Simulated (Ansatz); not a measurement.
# BF2H3S (built from SMILES FBF.S): search for a transition state

Wanted: the transition state of a four-centre ligand exchange (form B1–S6, H2–H5 and break B1–H2, H5–S6). The guess is relaxed with those distances held, a saddle search follows, and vibrations and two downhill relaxations check it.

Computed with Ansatz 0.2.0, Gaussian basis. Level: PBE0-D4, def2-SVP first, then def2-TZVP.

129 further runs of the same task are left out: 1 that didn't finish, 128 set aside as unsound or not needed.

### Step 1. The starting structure

The guess: 7 atoms, charge 0, spin multiplicity 1.

Atoms are counted from 1 here; the program's logs count them from 0.

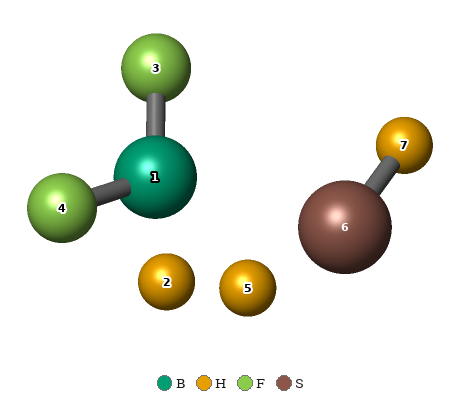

As it starts; boron teal, hydrogen amber, fluorine green, sulfur brown; atoms are numbered from 1 in the order of the file.

Geometry (Å):

| atom | x (Å) | y (Å) | z (Å) |
| --- | --- | --- | --- |
| B1 | -0.3955 | -0.6038 | -0.0374 |
| H2 | 1.0802 | -0.8578 | 0.2059 |
| F3 | -0.6008 | -0.7190 | -1.3330 |
| F4 | -1.0647 | -1.3235 | 0.8303 |
| H5 | 0.9895 | 0.0944 | 0.4276 |
| S6 | -0.1242 | 1.4977 | 0.5725 |
| H7 | 0.1155 | 1.9119 | -0.6658 |

Distances that are to change: B1–S6 2.20 Å, H2–H5 0.98 Å, B1–H2 1.52 Å, H5–S6 1.80 Å.

### Step 2. Constrained relaxation of the guess

Contents of hold/in.yaml:

```yaml
crystal:
  periodic: [false, false, false]
  atoms:
    - {symbol: B, position_ang: [-0.395500, -0.603800, -0.037400]}
    - {symbol: H, position_ang: [1.080200, -0.857800, 0.205900]}
    - {symbol: F, position_ang: [-0.600800, -0.719000, -1.333000]}
    - {symbol: F, position_ang: [-1.064700, -1.323500, 0.830300]}
    - {symbol: H, position_ang: [0.989500, 0.094400, 0.427600]}
    - {symbol: S, position_ang: [-0.124200, 1.497700, 0.572500]}
    - {symbol: H, position_ang: [0.115500, 1.911900, -0.665800]}
basis:
  gaussian: {orbitals: def2-SVP}
hamiltonian: {xc: pbe0, dispersion: d4}
relax: {f_tol: 0.08, max_steps: 120, escape_saddle: false, constraints: [{distance: [0, 5]}, {distance: [1, 4]}, {distance: [0, 1]}, {distance: [4, 5]}]}
```

Started as:

```bash
ansatz run in.yaml --threads 2 --pin off --events-out ev --progress --plain --max-ram 4352MiB
```

After this run come: Force constants to start from; Saddle search in the small basis; Saddle search in triple zeta; Vibrations at the point found; Relaxing after a step of 0.30 Å one way along the mode; Relaxing after a step of 0.30 Å the other way along the mode.

Q: Predict the outcome of this session. Wanted: imaginary mode; barrier from the start side; barrier from the end side; energy of the step; pairs that change; zero-point energy at the saddle.

The runs gave:

```
                       quantity                                                   value
                 imaginary mode                                              1088i cm⁻¹
    barrier from the start side                                                1.213 eV
      barrier from the end side                                                1.547 eV
             energy of the step                                               -0.333 eV
              pairs that change  B1–S6 formed, H2–H5 formed, B1–H2 broken, H5–S6 broken
zero-point energy at the saddle                                                0.934 eV
```

**Reading.** The point has a single imaginary mode (1088i cm⁻¹), as a transition state must. The two relaxations end on the structures that were planned. At PBE0-D4/def2-TZVP the electronic barrier is 1.213 eV, about 47 kT at 298 K, and the step runs 0.333 eV downhill. The barrier is thin enough for tunnelling; the leading (Wigner) term alone is a factor of 2.1 at 298 K. The ends are the nearest minima, not always the lowest complexes.
